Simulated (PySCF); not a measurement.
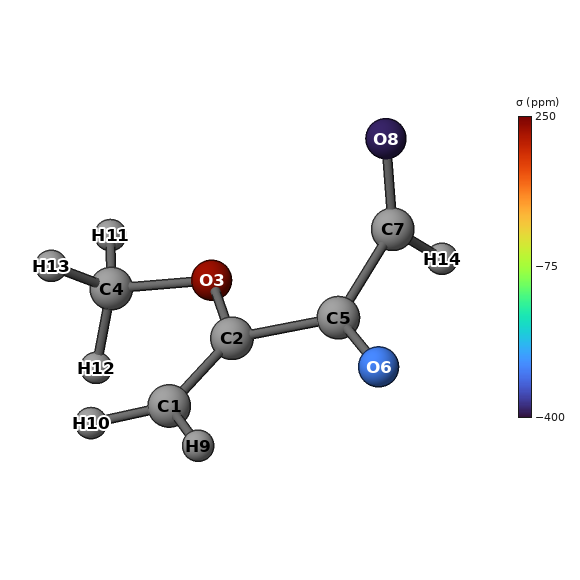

Atoms are coloured by their isotropic NMR shieldings (O only, the others grey). The computed structure is the end point of a GFN2-xTB optimisation. No frequency run is at hand to confirm it as a minimum. Level of theory: GIAO PBE0/pcSseg-1 NMR shielding, non-relativistic, gas phase (PySCF 2.14.0).

Give the isotropic NMR shieldings of the O atoms atom by atom.

| atom | σ (ppm) |
| --- | --- |
| O3 | 219.8 |
| O6 | −290.9 |
| O8 | −382.7 |
